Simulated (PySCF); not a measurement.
System: C₅H₁₁O₂Si (SMILES [CH2]CO[SiH2]OC1CC1) (doublet).

```yaml
atoms:
  - { symbol: C, position_ang: [3.9187, -0.7519, 0.1628] }
  - { symbol: C, position_ang: [2.9608, 0.3060, -0.1804] }
  - { symbol: O, position_ang: [1.6487, -0.1438, -0.0870] }
  - { symbol: Si, position_ang: [0.3461, 0.5625, -0.7154] }
  - { symbol: O, position_ang: [-0.7805, -0.4675, -0.2005] }
  - { symbol: C, position_ang: [-2.1327, -0.4193, -0.4495] }
  - { symbol: C, position_ang: [-2.9871, 0.5883, 0.2556] }
  - { symbol: C, position_ang: [-3.0686, -0.8661, 0.6268] }
  - { symbol: H, position_ang: [3.5587, -1.7017, 0.4974] }
  - { symbol: H, position_ang: [4.9701, -0.5621, 0.0915] }
  - { symbol: H, position_ang: [3.1573, 0.6948, -1.1970] }
  - { symbol: H, position_ang: [3.0885, 1.1809, 0.4881] }
  - { symbol: H, position_ang: [0.1473, 1.9216, -0.1976] }
  - { symbol: H, position_ang: [0.4128, 0.6241, -2.1801] }
  - { symbol: H, position_ang: [-2.3780, -0.6513, -1.4816] }
  - { symbol: H, position_ang: [-3.8070, 1.0366, -0.2837] }
  - { symbol: H, position_ang: [-2.4911, 1.2516, 0.9459] }
  - { symbol: H, position_ang: [-2.6278, -1.1650, 1.5643] }
  - { symbol: H, position_ang: [-3.9460, -1.4285, 0.3480] }
```

Geometry: GFN2-xTB.

These are results of UKS B3LYP, pcH-1 on C H O Si, non-relativistic, mean-field spin-orbit, GIAO (PySCF 2.14.0, density-fitted response routines), not measurements.

Predict the electron density, electron localisation function and spin density between the atoms.

Answer. C–O (1.38 Å): ρ at the midpoint is about 2 e/Å³, with its minimum of 1.7 e/Å³ about 0.5 Å from C; the ELF peaks at about 0.85 between the atoms (a polar covalent bond).
Si–O (1.61 Å): the density is about 1.1 e/Å³ at the midpoint; the ELF peaks at about 0.85 between the atoms: a polar covalent bond.
The unpaired spin (1 electron) lies mostly on C1 (about 0.7), in electrons by Hirshfeld's partition.

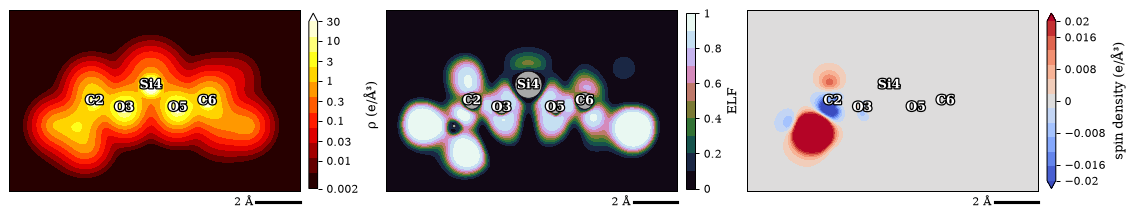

Computed electron density, electron localisation function and spin density on the plane of atoms O3, Si4 and O5, in this order. Grey discs cover the atomic cores in the ELF map. 
